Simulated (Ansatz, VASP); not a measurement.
## BAs in two plane-wave programs

Wanted: the spread between two codes on one cell, functional and k mesh. Valence electrons are named where the data sets of a main pair hold unlike numbers.

Method: plane waves, with VASP 6.6.1 beside it; band structure at PBE, in Ansatz 0.2.0.

**1. Starting point**

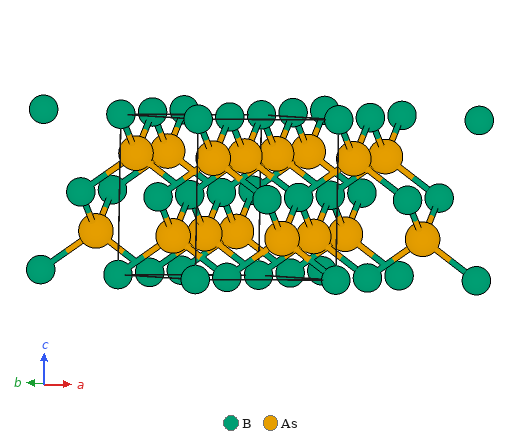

The cell as given, slightly off an axis (boron teal, arsenic orange). 2×2×1 cells are drawn. This picture shows the conventional cell, with its axes. Bonds to atoms that aren't drawn are left out. Some periodic images of atoms are drawn too.

**2. Ansatz: band structure, PBE**

Ansatz runs on its default PAW (the set named soft_2) files.

Levels along a path test the potential and the projectors away from the mesh points.

File input.yaml:

```yaml
crystal:
  lattice:
    - [0.0, 2.3885, 2.3885]
    - [2.3885, 0.0, 2.3885]
    - [2.3885, 2.3885, 0.0]
  atoms:
    - { symbol: B, position: [0.0, 0.0, 0.0] }
    - { symbol: As, position: [0.25, 0.25, 0.25] }
hamiltonian:
  xc: pbe
  pseudopotentials: { kind: paw }
kpoints:
  mp_grid: { grid: [6, 6, 6] }
  band_path:
    path:
      - [0.0, 0.0, 0.0]
      - [0.18182, 0.0, 0.18182]
      - [0.36364, 0.0, 0.36364]
      - [0.40909, 0.0, 0.40909]
      - [0.5, 0.0, 0.5]
      - [0.5, 0.09091, 0.59091]
      - [0.5, 0.18182, 0.68182]
      - [0.5, 0.25, 0.75]
      - [0.45455, 0.29545, 0.75]
      - [0.40909, 0.34091, 0.75]
      - [0.375, 0.375, 0.75]
      - [0.20455, 0.20455, 0.40909]
      - [0.06818, 0.06818, 0.13636]
      - [0.04545, 0.04545, 0.04545]
      - [0.22727, 0.22727, 0.22727]
      - [0.40909, 0.40909, 0.40909]
      - [0.51136, 0.47727, 0.51136]
      - [0.55682, 0.38636, 0.55682]
      - [0.60227, 0.29545, 0.60227]
      - [0.61364, 0.25, 0.63636]
      - [0.56818, 0.25, 0.68182]
      - [0.51136, 0.25, 0.73864]
      - [0.5, 0.29545, 0.70455]
      - [0.5, 0.38636, 0.61364]
      - [0.5, 0.47727, 0.52273]
      - [0.47727, 0.47727, 0.54545]
      - [0.43182, 0.43182, 0.63636]
      - [0.38636, 0.38636, 0.72727]
      - [0.60227, 0.20455, 0.60227]
      - [0.55682, 0.11364, 0.55682]
      - [0.5, 0.0, 0.5]
    npoints: 1
scf:
  occupations: { method: gaussian, width: 0.01 }
  n_extra_bands: 7
output:
  forces: true
  stress: true
  eigenvalues: true
  write_density: true
  write_potential: true
  elf: true
  volumetric_format: npy
```

Command:

```
$ ansatz run input.yaml --threads 2 --pin off --max-ram 4608MiB --backend cpu --events-out ev --progress --plain --runs-dir out
```

Numbers of over 12 decimals in the logs are rounded to 6 here.

The log of the run:

```text
scf.n_extra_bands = 7 over 9 filled bands (N_el = 18.0): the run solves 16 bands
Engine: ansatz 0.2.0, x86_64-unknown-linux-gnu
Pseudopotentials: kind: paw
Pseudopotential: B, paw, valence charge 3, recommended cutoff 420 eV (normal), B.paw.azcp
Pseudopotential: As, paw, valence charge 15, recommended cutoff 420 eV (normal), As.paw.azcp
Functional definition: PBE
  parameter kappa = 0.804
  parameter beta = 0.066725
  exchange = pbe_x(kappa = kappa, mu = beta*pi^2/3)
  correlation = pbe_c(beta = beta)
Crystal: 2 atoms, lattice volume = 27.252 Å³
Basis set: ecut = 420 eV, 531 PW (Γ), exchange–correlation on 48×48×48 points (8 copies of the dense FFT grid, shifted against one another)
Bands: 16, of which v1, the nominal top of the filled ones, is band 9 counted from 1 (8 counted from 0)
Symmetry: 24 space group operations
Space group: F-43m (ITA 216), of the structure as read, at distance tolerance 3.0e-5 Å
k-points: 16 of 216 (time reversal used)
Non-local potential: B, projectors of the file, l = 0: 2, l = 1: 2, l = 2: 1
Non-local potential: As, projectors of the file, l = 0: 2, l = 1: 2, l = 2: 3, l = 3: 1
PAW form: soft (Blöchl's): semilocal exchange-correlation on the pseudo side does not see the compensation charge
PAW one-centre angular grid: B, 110 points (default); XC on 64 Gauss nodes
PAW one-centre angular grid: As, 590 points (default); XC on 64 Gauss nodes
Initial density: superposition of atomic densities (neutral atoms: chi_scale 0, normalization atom), corrected by the library's trained network
Initial wavefunctions: pseudopotential atomic-orbital guess
Functional: x = pbe(κ = 0.804, μ = 0.219515), c = pbe(β = 0.066725)
SCF iter   1: F=—  HF=-5012.081501 eV  |F-HF|=—  |Δ(HF+E_count)|=         —  Δρ=8.64e-4  dr2=1.49e-4  ethr=1.77e-3  ⟨swp⟩=5.9  Hψ=1400  notcnv=0
preconditioner: auto → none  [insulator: Δε(μ)=1.284 eV  Ē_g=15.649 eV  σ=0.010 eV  W_gap=1.00  n_scr=8 (ndim 8)  ℏωp=20.1 eV  f_vac=0.001  D(μ)=0.00/eV (n_scr^D=0)  ε∞_Penn≈2.7]
SCF iter   2: F=—  HF=-5012.081549 eV  |F-HF|=—  |Δ(HF+E_count)|=   4.73e-5  Δρ=5.40e-4  dr2=6.22e-5  ethr=8.26e-7  ⟨swp⟩=2.6  Hψ=599  notcnv=0  defer=40
SCF iter   3: F=—  HF=-5012.081565 eV  |F-HF|=—  |Δ(HF+E_count)|=   1.66e-5  Δρ=2.65e-4  dr2=9.13e-6  ethr=3.46e-7  ⟨swp⟩=2.3  Hψ=359  notcnv=0  defer=40
SCF iter   4: F=—  HF=-5012.081585 eV  |F-HF|=—  |Δ(HF+E_count)|=   1.95e-5  Δρ=7.19e-5  dr2=1.35e-6  ethr=5.07e-8  ⟨swp⟩=2.7  Hψ=363  notcnv=0  defer=40
SCF iter   5: F=—  HF=-5012.081585 eV  |F-HF|=—  |Δ(HF+E_count)|=   7.48e-7  Δρ=2.77e-5  dr2=2.54e-7  ethr=7.51e-9  ⟨swp⟩=2.0  Hψ=355  notcnv=0  defer=40
SCF iter   6: F=-5012.081585 eV  HF=-5012.081585 eV  |F-HF|=5.86e-9  |Δ(HF+E_count)|=   3.88e-8  Δρ=7.49e-6  dr2=1.21e-8  ethr=5.56e-10  ⟨swp⟩=10.1  Hψ=1498  notcnv=0
SCF 1 converged in 6 iterations: F = -5012.081585 eV  dr2 = 1.21e-8
  greatest PAW one-centre occupation: 0.999 electrons in one spin orbital (limit 2), on the As atom at site 1 (counted from 0), in its partial waves of l = 2
NSCF: frozen V_eff on 31 k-points
SCF converged after 6 iterations
Free energy (F): -5012.081585 eV
Harris-Foulkes:  -5012.081585 eV  (|F-HF|=5.86e-9)
Internal energy: -5012.081585 eV  (E = F + TS)
E sigma→0 (E₀):  -5012.081585 eV
Fermi energy:    11.772100 eV
--- Per-component energies (eV) ---
  E_band       = -210.162452
  E_kinetic    = 152.187346
  E_local      = -1694.075180  (includes V_loc(G=0)·N_el)
  E_nonlocal   = -657.823523
  E_hartree    = 940.157117
  E_xc         = -111.435063
  E_vxc        = -117.669120  (∫ρ·V_xc dr)
  E_paw        = -1915.317293  (= ΣΔE_a)
  E_vpaw       = 226.907223  (= ΣTr[D̂ρ^β])
  E_aug_tail   = 0.000007  (compensation charges beyond the density's cutoff)
  E_ewald      = -1725.774997
  E_smearing   = -0.000000  (= −TS)
  E_closure    = -0.000000  (closes the sum)
  Σ components = -5012.081585   (vs F -5012.081585, Δ=0.00e0)
--- Forces (eV/Å), atoms counted from 1 ---
  atom   1  B      0.00000000    -0.00000000    -0.00000000
  atom   2  As     0.00000000    -0.00000000     0.00000000
  max |Σ_I F_I| component: 5.19e-16 eV/Å
--- Stress (GPa, compression-positive) ---
        2.808265       0.000000      -0.000000
        0.000000       2.808265       0.000000
       -0.000000       0.000000       2.808265
  P = ⅓ Tr σ = 2.8083 GPa (28.083 kbar)
--- Band table (eV; the first three rows and the last of 16) ---
  k-point 0: bands = [... 5 lower, -4.2734, 11.1319, 11.1319, 11.1319, 14.4102, 14.4102, 14.4102, 15.8058, ... 3 higher]
  k-point 1: bands = [... 5 lower, -3.8204, 8.1749, 10.4508, 10.4508, 14.4318, 15.2984, 15.2984, 17.7796, ... 3 higher]
  k-point 2: bands = [... 5 lower, -2.5542, 4.3959, 9.6171, 9.6171, 13.9926, 15.9691, 15.9691, 19.8275, ... 3 higher]
  k-point 15: bands = [... 5 lower, 0.0262, 2.9360, 5.9840, 6.1810, 14.9163, 15.1259, 19.8006, 20.0341, ... 3 higher]
```

It took 2.3 s on 2 threads of AMD EPYC 7R43, shared host; peak memory 0.33 GiB.

**3. VASP: band structure, PBE**

The same cell, functional, mesh and smearing now go to VASP, with its own data sets.

Lines of VASP's logs that name or quote its potential files are left out, and so is its time.

File INCAR:

```
SYSTEM = BAs
PREC = Accurate
ENCUT = 340
EDIFF = 1E-08
NELM = 100
ISMEAR = 0
SIGMA = 0.01
LREAL = .FALSE.
ALGO = Normal
GGA = PE
NBANDS = 10
LORBIT = 11
LWAVE = .TRUE.
LCHARG = .FALSE.
KPAR = 8
```

File POSCAR:

```
BAs
1.0
    0.0000000000      2.3885000000      2.3885000000
    2.3885000000      0.0000000000      2.3885000000
    2.3885000000      2.3885000000      0.0000000000
B As
1 1
Direct
    0.0000000000      0.0000000000      0.0000000000
    0.2500000000      0.2500000000      0.2500000000
```

File KPOINTS:

```
Automatic mesh
0
Gamma
6 6 6
0 0 0
```

File KPOINTS_OPT:

```
Line mode
12
Line-mode
Reciprocal
  0.00000000   0.00000000   0.00000000 GAMMA
  0.50000000   0.00000000   0.50000000 X

  0.50000000   0.00000000   0.50000000 X
  0.50000000   0.25000000   0.75000000 W

  0.50000000   0.25000000   0.75000000 W
  0.37500000   0.37500000   0.75000000 K

  0.37500000   0.37500000   0.75000000 K
  0.00000000   0.00000000   0.00000000 GAMMA

  0.00000000   0.00000000   0.00000000 GAMMA
  0.50000000   0.50000000   0.50000000 L

  0.50000000   0.50000000   0.50000000 L
  0.62500000   0.25000000   0.62500000 U

  0.62500000   0.25000000   0.62500000 U
  0.50000000   0.25000000   0.75000000 W

  0.50000000   0.25000000   0.75000000 W
  0.50000000   0.50000000   0.50000000 L

  0.50000000   0.50000000   0.50000000 L
  0.37500000   0.37500000   0.75000000 K

  0.62500000   0.25000000   0.62500000 U
  0.50000000   0.00000000   0.50000000 X
```

Potentials, in the order of the species: B_GW and As_GW (PBE family, release 64).

Command:

```
$ mpirun -np 8 vasp_std
```

The log of the run:

```text
[banner, memory and clock lines left out]
running    8 mpi-ranks, on    1 nodes
 distrk:  each k-point on    1 cores,    8 groups
 distr:  one band on    1 cores,    1 groups

 POSCAR found type information on POSCAR B As
 POSCAR found :  2 types and       2 ions
|                                                                             |
|           W    W    AA    RRRRR   N    N  II  N    N   GGGG   !!!           |
|           W    W   A  A   R    R  NN   N  II  NN   N  G    G  !!!           |
|           W    W  A    A  R    R  N N  N  II  N N  N  G       !!!           |
|           W WW W  AAAAAA  RRRRR   N  N N  II  N  N N  G  GGG   !            |
|           WW  WW  A    A  R   R   N   NN  II  N   NN  G    G                |
|           W    W  A    A  R    R  N    N  II  N    N   GGGG   !!!           |
|                                                                             |
|     For optimal performance we recommend to set                             |
|       NCORE = 2 up to number-of-cores-per-socket                            |
|     NCORE specifies how many cores store one orbital (NPAR=cpu/NCORE).      |
|     This setting can greatly improve the performance of VASP for DFT.       |
|     The default, NCORE=1 might be grossly inefficient on modern             |
|     multi-core architectures or massively parallel machines. Do your        |
|     Unfortunately you need to use the default for GW and RPA                |
|     calculations (for HF NCORE is supported but not extensively tested      |
|     yet).                                                                   |
|                                                                             |

 LDA part: xc-table for (Slater+PW92), standard interpolation
 POSCAR, INCAR and KPOINTS ok, starting setup
 FFT: planning ... GRIDC
 FFT: planning ... GRID_SOFT
 FFT: planning ... GRID
 WAVECAR not read
 entering main loop
       N       E                     dE             d eps       ncg     rms          rms(c)
DAV:   1     0.878002236247E+01    0.87800E+01   -0.32977E+03   320   0.572E+02
DAV:   2    -0.114143956372E+02   -0.20194E+02   -0.19612E+02   462   0.102E+02
DAV:   3    -0.120434551668E+02   -0.62906E+00   -0.62676E+00   408   0.166E+01
DAV:   4    -0.120498205351E+02   -0.63654E-02   -0.63644E-02   414   0.188E+00
DAV:   5    -0.120499602089E+02   -0.13967E-03   -0.13967E-03   406   0.205E-01    0.403E+00
DAV:   6    -0.114470193226E+02    0.60294E+00   -0.17906E+00   478   0.692E+00    0.169E+00
DAV:   7    -0.113880870363E+02    0.58932E-01   -0.17458E-01   428   0.229E+00    0.739E-01
DAV:   8    -0.113807874708E+02    0.72996E-02   -0.20097E-02   370   0.907E-01    0.772E-02
DAV:   9    -0.113811680947E+02   -0.38062E-03   -0.61031E-04   398   0.165E-01    0.418E-02
DAV:  10    -0.113813022581E+02   -0.13416E-03   -0.20145E-04   366   0.990E-02    0.859E-03
DAV:  11    -0.113813014215E+02    0.83663E-06   -0.71403E-06   384   0.156E-02    0.423E-03
DAV:  12    -0.113813019783E+02   -0.55681E-06   -0.20506E-06   360   0.993E-03    0.605E-04
DAV:  13    -0.113813019644E+02    0.13900E-07   -0.58929E-08   404   0.168E-03    0.299E-04
DAV:  14    -0.113813020954E+02   -0.13099E-06   -0.11683E-08   270   0.579E-04    0.739E-05
DAV:  15    -0.113813020804E+02    0.15035E-07   -0.14463E-09   210   0.255E-04    0.331E-05
DAV:  16    -0.113813020648E+02    0.15602E-07   -0.20731E-10   214   0.116E-04    0.592E-06
DAV:  17    -0.113813020622E+02    0.25403E-08   -0.23544E-11   214   0.409E-05
   1 F= -.11381302E+02 E0= -.11381302E+02  d E =-.658266E-57
 Start KPOINTS_OPT (optional k-point list driver)
k-point batch [1-16\120]
       N       E                     dE             ncg
DAV:   1     0.359103094631E+03   -0.25194E+04      320
DAV:   2     0.290383484922E+02   -0.33006E+03      538
DAV:   3     0.223248421509E+02   -0.67135E+01      386
DAV:   4     0.222824092000E+02   -0.42433E-01      428
DAV:   5     0.222819422655E+02   -0.46693E-03      420
DAV:   6     0.222819299058E+02   -0.12360E-04      458
DAV:   7     0.222819298376E+02   -0.68270E-07      412
DAV:   8     0.222819298350E+02   -0.25655E-08      420
[...]
k-point batch [113-120\120]
       N       E                     dE             ncg
DAV:   1     0.227450327541E+04   -0.22076E+04      160
DAV:   2     0.213885498308E+04   -0.13565E+03      296
DAV:   3     0.213686909217E+04   -0.19859E+01      190
DAV:   4     0.213686065757E+04   -0.84346E-02      268
DAV:   5     0.213686064954E+04   -0.80272E-05      188
DAV:   6     0.213686064945E+04   -0.88427E-07      292
DAV:   7     0.213686064945E+04   -0.61846E-10      198
 writing wavefunctions
```

OUTCAR, selected parts (step 3):

```text
ion  position               nearest neighbor table
   1  0.000  0.000  0.000-   2 2.07   2 2.07   2 2.07   2 2.07
   2  0.250  0.250  0.250-   1 2.07   1 2.07   1 2.07   1 2.07

  LATTYP: Found a face centered cubic cell.
 ALAT       =     4.7770000000

 Subroutine GETGRP returns: Found 24 space group operations
 (whereof 24 operations were pure point group operations)

The static configuration has the point symmetry T_d .

 Found     16 irreducible k-points:

   k-points           NKPTS =     16   k-points in BZ     NKDIM =     16   number of bands    NBANDS=     10

   dimension x,y,z NGX =    20 NGY =   20 NGZ =   20
   dimension x,y,z NGXF=    40 NGYF=   40 NGZF=   40

   ENCUT  =  340.0 eV  24.99 Ry    5.00 a.u.   5.08  5.08  5.08*2*pi/ulx,y,z

   NELECT =       8.0000    total number of electrons

 k-points in reciprocal lattice and weights: Automatic mesh
   0.00000000  0.00000000  0.00000000       0.005
   0.16666667  0.00000000  0.00000000       0.037
   0.33333333  0.00000000  0.00000000       0.037
   0.50000000  0.00000000  0.00000000       0.019
   0.16666667  0.16666667  0.00000000       0.028
   0.33333333  0.16666667  0.00000000       0.111
   0.50000000  0.16666667  0.00000000       0.111
  -0.33333333  0.16666667  0.00000000       0.111
  -0.16666667  0.16666667  0.00000000       0.056
[...]
-0.33333333  0.33333333  0.16666667       0.111
  -0.33333333  0.50000000  0.16666667       0.056

 average (electrostatic) potential at core
       1 -26.7438       2 -48.7402

 E-fermi :   6.2848

 k-point     1 :       0.0000    0.0000    0.0000
  band No.  band energies     occupation
      1      -9.2365      2.00000
      2       6.1743      2.00000
      3       6.1743      2.00000
      4       6.1743      2.00000
      5       9.4405      0.00000
      6       9.4405      0.00000
      7       9.4405      0.00000
      8      10.8291      0.00000
      9      15.7380      0.00000
    ...

 k-point     2 :       0.1667    0.0000    0.0000
  band No.  band energies     occupation
      1      -8.7832      2.00000
      2       3.2123      2.00000
      3       5.4914      2.00000
      4       5.4914      2.00000
      5       9.4592      0.00000
      6      10.3277      0.00000
      7      10.3277      0.00000
      8      12.8060      0.00000
      9      17.1582      0.00000
    ...

 k-point     3 :       0.3333    0.0000    0.0000
  band No.  band energies     occupation
      1      -7.5163      2.00000
      2      -0.5728      2.00000
      3       4.6567      2.00000
      4       4.6567      2.00000
      5       9.0191      0.00000
      6      10.9931      0.00000
      7      10.9931      0.00000
      8      14.8480      0.00000
      9      17.6522      0.00000
    ...

  Total        0.4972311      0.4972311      0.4972311      0.0000000      0.0000000     -0.0000000
  in kB       29.2323107     29.2323107     29.2323107      0.0000000      0.0000000     -0.0000000
  external PRESSURE =      29.2323107 kB  Pullay stress =       0.0000000 kB

  energy-cutoff  :      340.00
  volume of cell :       27.25
      direct lattice vectors                 reciprocal lattice vectors
     0.000000000  2.388500000  2.388500000    -0.209336404  0.209336404  0.209336404
     2.388500000  0.000000000  2.388500000     0.209336404 -0.209336404  0.209336404
     2.388500000  2.388500000  0.000000000     0.209336404  0.209336404 -0.209336404

 POSITION                                       TOTAL-FORCE (eV/Angst)
 -----------------------------------------------------------------------------------
      0.00000      0.00000      0.00000         0.000000      0.000000      0.000000
      1.19425      1.19425      1.19425        -0.000000     -0.000000     -0.000000
 -----------------------------------------------------------------------------------
    total drift:                                0.000001      0.000001      0.000000

  FREE ENERGIE OF THE ION-ELECTRON SYSTEM (eV)
  ---------------------------------------------------
  free  energy   TOTEN  =       -11.3813020622 eV

  energy  without entropy=      -11.3813020622  energy(sigma->0) =      -11.38130206

 total charge
# of ion       s       p       d       tot
------------------------------------------
    1        0.635   1.125   0.000   1.760
    2        1.150   1.627   0.088   2.865
--------------------------------------------------
tot          1.785   2.752   0.088   4.625

[... 3 further parts left out ...]
```

The run ends at a pressure of 2.92 GPa.

**4. Side by side**

Known differences besides the potentials themselves: the data sets hold 18 valence electrons in Ansatz (on its default PAW (the set named soft_2) files) and 8 in VASP; the cutoff is 420 eV in Ansatz and 340 eV in VASP; VASP leaves aspherical gradient terms in its spheres out (LASPH is not set), Ansatz keeps them. Total energies have different zeros and are not compared.

The two programs side by side:

```csv
quantity,Ansatz,VASP,difference
gap over the path points (eV),1.184,1.168,+0.016
```

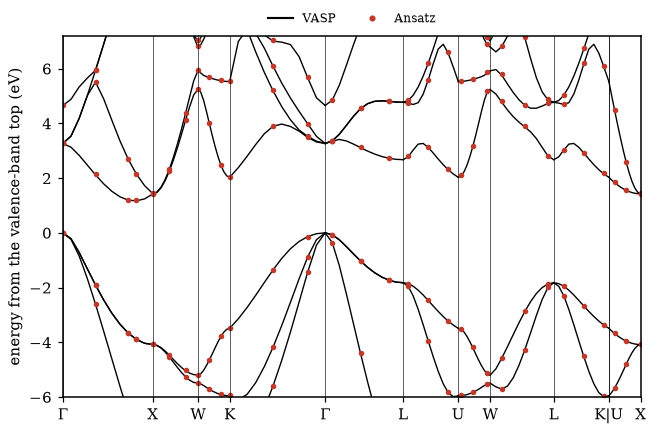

Bands from VASP (lines) and levels from Ansatz (dots). Dots without a line are higher empty bands that the VASP plot leaves out.

Levels at points of the path, from each program's valence-band top (eV; 3 filled, then empty):

```csv
k (reciprocal lattice),Ansatz,VASP
0.000 0.000 0.000,0.00 0.00 0.00 3.28 3.28 3.28,0.00 0.00 0.00 3.27 3.27 3.27
0.182 0.000 0.182,-2.61 -1.90 -1.90 2.13 5.53 5.96,-2.61 -1.91 -1.91 2.12 5.51 5.94
0.364 0.000 0.364,-6.59 -3.66 -3.66 1.21 2.71 9.76,-6.60 -3.67 -3.67 1.20 2.69 9.73
0.409 0.000 0.409,-7.49 -3.89 -3.89 1.18 2.16 10.57,-7.50 -3.90 -3.90 1.17 2.14 10.53
0.500 0.000 0.500,-8.52 -4.08 -4.08 1.44 1.45 11.39,-8.54 -4.08 -4.08 1.42 1.43 11.35
0.500 0.091 0.591,-8.41 -4.52 -4.46 2.26 2.32 10.45,-8.42 -4.53 -4.47 2.24 2.31 10.41
0.500 0.182 0.682,-8.15 -5.25 -5.03 4.13 4.38 8.28,-8.17 -5.26 -5.04 4.11 4.37 8.25
0.500 0.250 0.750,-8.05 -5.48 -5.19 5.26 5.94 6.81,-8.07 -5.50 -5.20 5.24 5.92 6.79
0.455 0.295 0.750,-8.07 -5.71 -4.63 4.01 5.69 7.60,-8.09 -5.72 -4.64 3.99 5.67 7.58
0.409 0.341 0.750,-8.12 -5.90 -3.77 2.49 5.58 8.73,-8.14 -5.91 -3.78 2.47 5.56 8.69
```

Among the levels compared at these points, filled levels agree within 18 meV and empty ones within 41 meV. Not compared: the pressure (VASP's GW data sets at this cutoff don't carry it).

**5. Outcome**

* largest difference of a filled level at the path points (band structure, PBE): 18 meV

What this shows: The largest difference of a filled level at the path points is 18 meV (band structure, PBE), within the 80 meV picked in this series as the mark of a large difference. The data sets hold unlike numbers of valence electrons (18 in Ansatz and 8 in VASP), so part of the differences comes from the potentials. Such differences can come from data sets, numerical settings and the points named under the comparisons, not from the functional's error against experiment.

[Lines on the potential files, build, host, timing and source positions are cut from VASP's logs without a mark.]

[Logs are printed without paths, hosts, clocks, repeated set-up lines and the standing remarks that a program may print on its own settings, such as how far it seeks lower states.]

[Hosts, paths, dates, database ids (printed as entryN), source tags and the programs' standing remarks are cut or masked in the printed files.]
